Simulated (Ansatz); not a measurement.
**Be₃As₂: density, localisation and related maps**

```
Be As
1.0
     3.66512    0.00000    0.00000
    -1.83256    3.17409    0.00000
     0.00000    0.00000   23.04226
Be As
9 6
Direct
  0.00000 0.00000 0.00000
  0.66667 0.33333 0.33333
  0.33333 0.66667 0.66667
  0.00000 0.00000 0.29852
  0.66667 0.33333 0.63185
  0.33333 0.66667 0.96519
  0.66667 0.33333 0.03481
  0.33333 0.66667 0.36815
  0.00000 0.00000 0.70148
  0.33333 0.66667 0.07264
  0.00000 0.00000 0.40598
  0.66667 0.33333 0.73931
  0.33333 0.66667 0.26069
  0.00000 0.00000 0.59402
  0.66667 0.33333 0.92736
```

Space group R-3m; started from the tetradymite_166 prototype, which need not be the ambient phase.

The calculation used DFT PBE, scalar-relativistic, plane waves, PAW (Ansatz 0.2.0).

In a PAW calculation such maps are meaningful between the atoms, not at the nuclei.

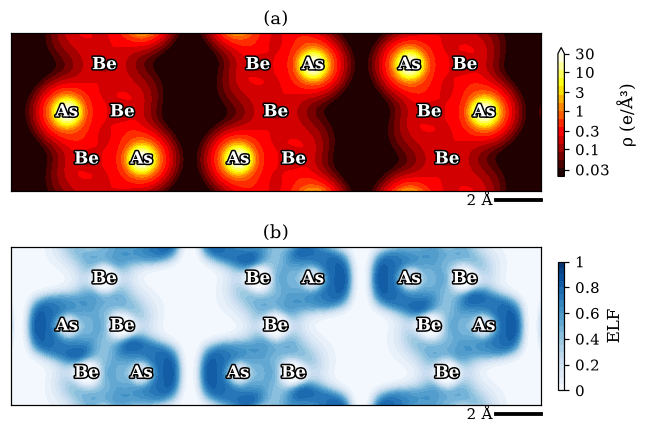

Figure 1. (a) valence electron density; (b) electron localisation function on the (110) plane of the conventional cell.

**What does the map show?**

The section cuts through Be and As sites.
Be–Be (2.26 Å): ρ at the midpoint is about 0.22 e/Å³; the ELF reaches about 0.50 near the midpoint.
Be–As (2.29 Å): ρ is about 0.47 e/Å³ halfway; the ELF peaks at about 0.80 between the atoms.
Be–As (2.48 Å): ρ at the midpoint is about 0.32 e/Å³; the ELF peaks at about 0.50 in the valence shell of As, 1.4 Å from its nucleus, and is about 0.50 at the midpoint.
Between the atoms the lowest density in this plane is 0.003 e/Å³.

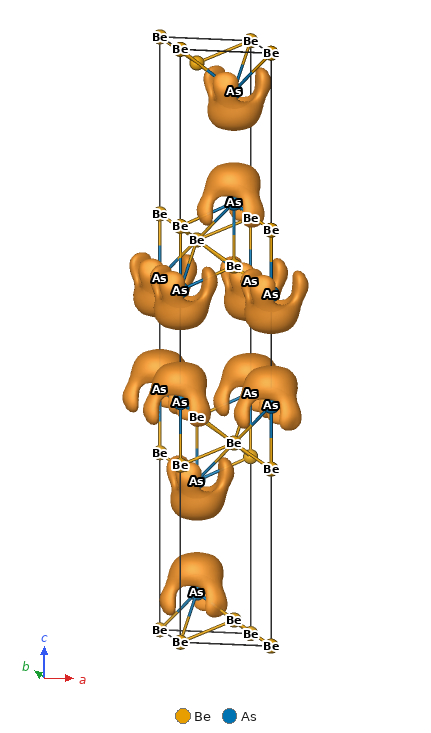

Figure 2. Isosurface of the ELF at 0.7 (orange), seen slightly off an axis. Only the valence region is drawn (cores and ρ < 0.01 e/Å³ removed). Sticks mark near contacts.

**What do the ELF domains correspond to?**

The surface consists of six regions wrapped around As (the valence shell of each), counted in one cell of 15 atoms. Regions shared between cells count once.
